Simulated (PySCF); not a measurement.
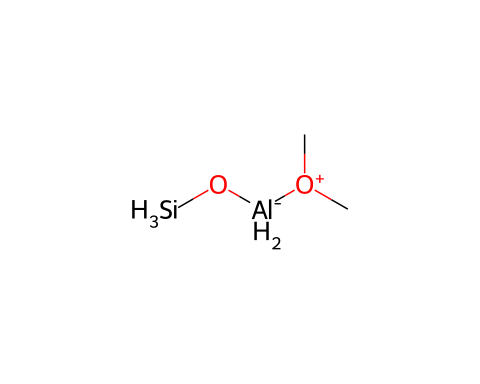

Skeletal drawing of a molecule.

Give its SMILES.

Answer. C[O+](C)[AlH2-][O][SiH3]

Give the formula, hydrogens included.

Answer. C2H11AlO2Si.

An optimisation with PBE0-D3(BJ)/def2-SVP gave a structure of which point group?

Answer. C1. Other conformers may differ.

The parts below concern this one geometry. Atoms keep their numbers from picture to picture. The geometry was computed by an optimisation with PBE0-D3(BJ)/def2-SVP. No frequency run is at hand to confirm it as a minimum.

Shape

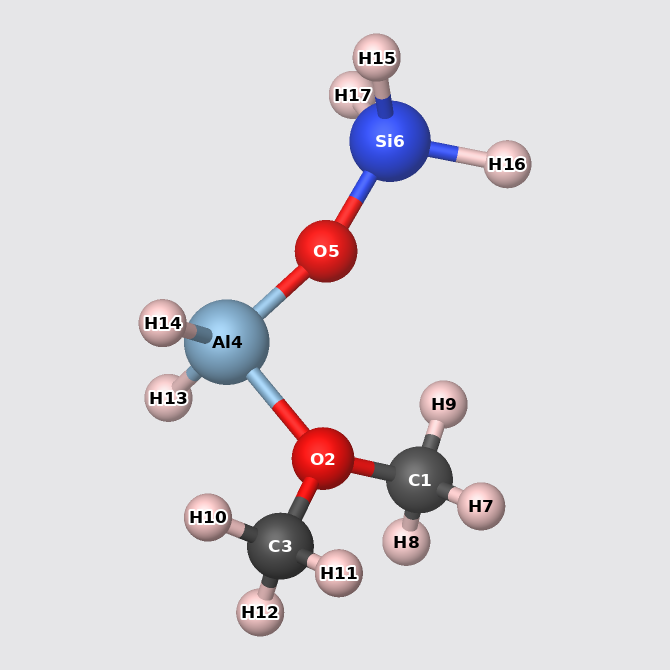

The atoms are numbered. No frequency run is at hand to confirm it as a minimum.

Describe the coordination of atom 6.

Answer. Si6 has 4 neighbours (O5 at 1.64, H15 at 1.50, H16 at 1.50, H17 at 1.50 Å); the arrangement is tetrahedral.

What is the geometry at C3?

Answer. C3 has 4 neighbours (O2 at 1.42, H10 at 1.10, H11 at 1.10, H12 at 1.10 Å); the arrangement is tetrahedral.

How are the neighbours of atom 1 arranged?

Answer. C1 has 4 neighbours (O2 at 1.42, H7 at 1.10, H8 at 1.10, H9 at 1.10 Å); the arrangement is tetrahedral.

What is the geometry at Al4?

Answer. Al4 has 4 neighbours (O2 at 1.98, O5 at 1.73, H13 at 1.60, H14 at 1.60 Å); the arrangement is tetrahedral.

What is the dihedral angle C1–O2–Al4–O5?

Answer. 39° in size, that is gauche.

Charges

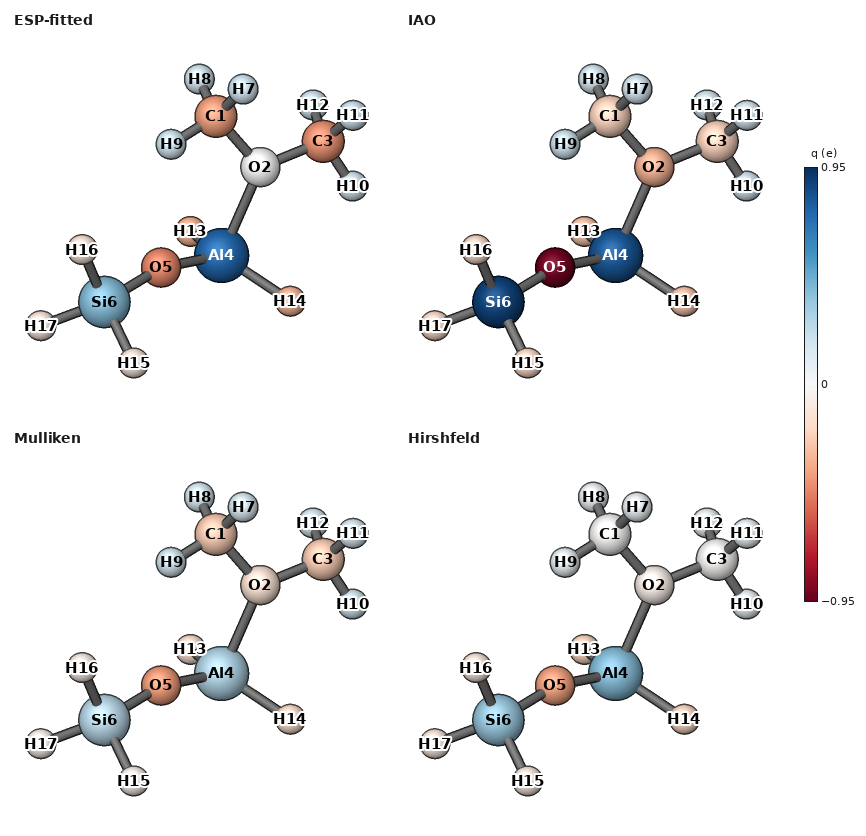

Atomic charges of one calculation by 4 schemes, on one colour scale. No frequency run is at hand to confirm it as a minimum. Level of theory: PBE0/def2-TZVP (PySCF 2.14.0).

Which scheme gives the most polar picture (largest mean size of the charges)?

Answer. The IAO charges are the largest in size here, and the Hirshfeld charges the smallest.

On which atom do the schemes disagree most?

Answer. On Si6 (from 0.25 to 0.88 e).

List the charges (e), one line for each set of equivalent atoms.

| atom | ESP-fitted | IAO | Mulliken | Hirshfeld |
| --- | --- | --- | --- | --- |
| C1 | −0.39 | −0.21 | −0.24 | −0.01 |
| O2 | −0.01 | −0.32 | −0.13 | −0.05 |
| C3 | −0.42 | −0.21 | −0.24 | −0.01 |
| Al4 | 0.75 | 0.81 | 0.28 | 0.40 |
| O5 | −0.45 | −0.92 | −0.40 | −0.38 |
| Si6 | 0.41 | 0.88 | 0.25 | 0.35 |
| H7 | 0.17 | 0.15 | 0.14 | 0.06 |
| H8 | 0.17 | 0.15 | 0.14 | 0.06 |
| H9 | 0.18 | 0.19 | 0.18 | 0.06 |
| H10 | 0.18 | 0.18 | 0.17 | 0.07 |
| H11 | 0.18 | 0.15 | 0.14 | 0.06 |
| H12 | 0.18 | 0.15 | 0.14 | 0.06 |
| H13 | −0.31 | −0.25 | −0.15 | −0.20 |
| H14 | −0.31 | −0.25 | −0.14 | −0.19 |
| H15 | −0.10 | −0.16 | −0.05 | −0.09 |
| H16 | −0.12 | −0.16 | −0.06 | −0.09 |
| H17 | −0.10 | −0.16 | −0.05 | −0.09 |

Dipole moment

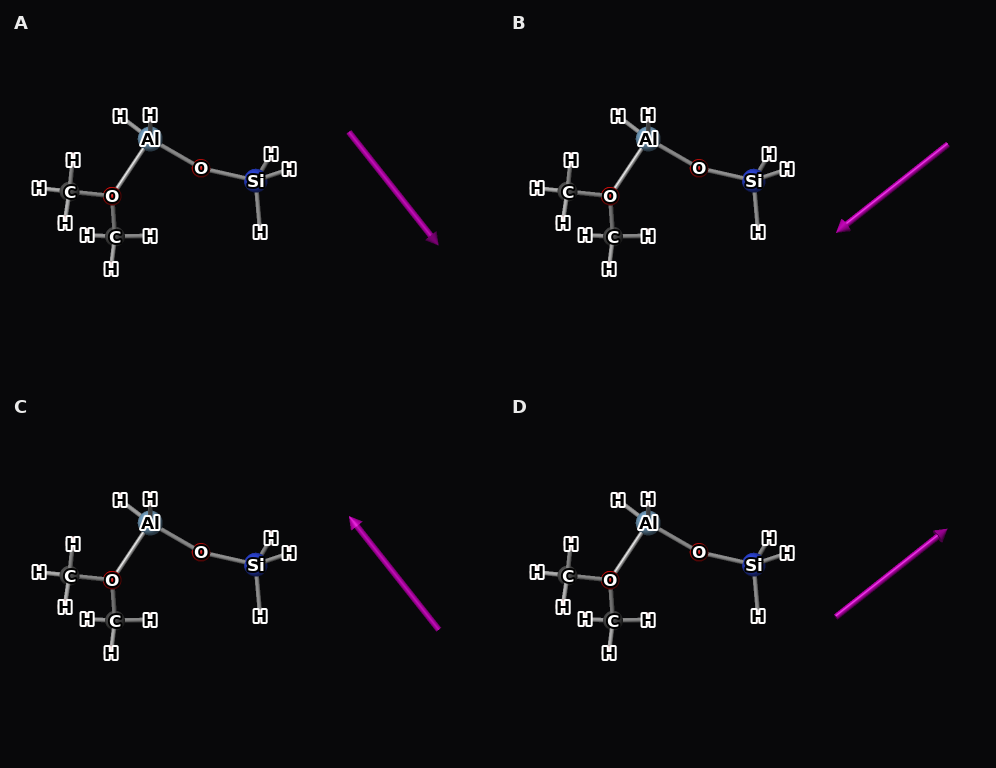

The same molecule four times, each with an arrow. No frequency run is at hand to confirm it as a minimum. Properties computed with PBE0/STO-3G, gas phase (PySCF 2.14.0).

Which arrow points along the dipole moment, from the negative to the positive end?

Answer. B. The dipole moment is 5.08 D.

NMR shielding

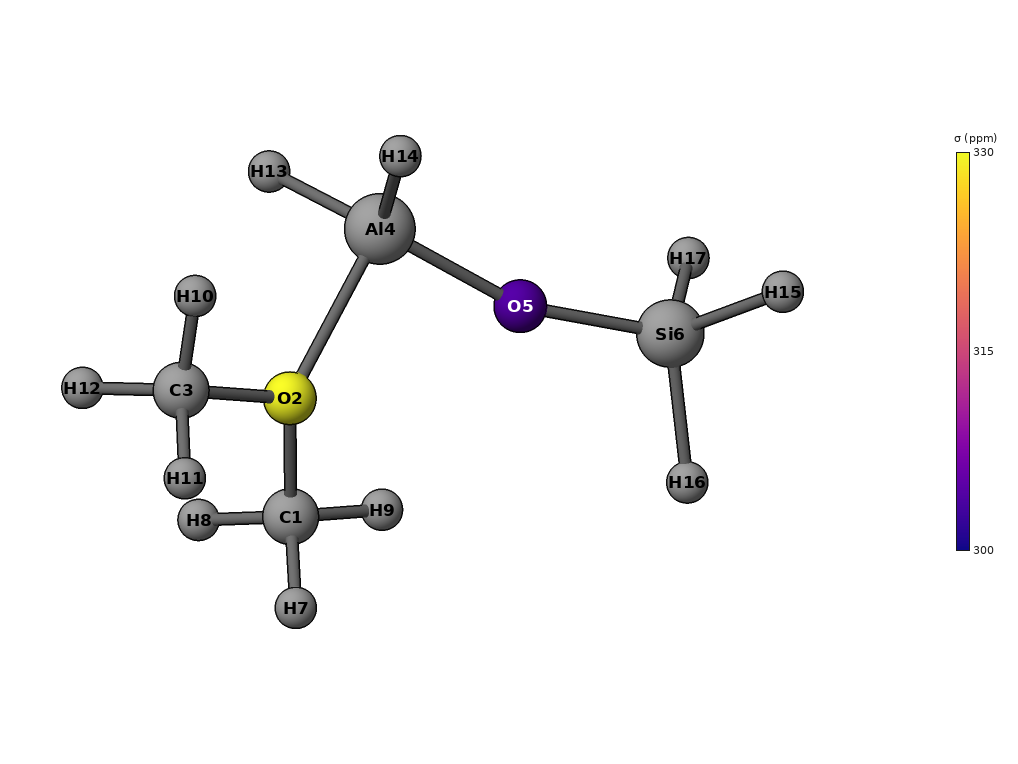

Atoms are coloured by their isotropic NMR shieldings (O only, the others grey). No frequency run is at hand to confirm it as a minimum. Properties computed with GIAO PBE0/6-31G* NMR shielding, non-relativistic, gas phase (PySCF 2.14.0).

List the isotropic NMR shieldings of the O atoms.

| atom | σ (ppm) |
| --- | --- |
| O2 | 329.6 |
| O5 | 304.4 |

Mulliken values depend strongly on the basis set and can even reverse the polarity of a bond.
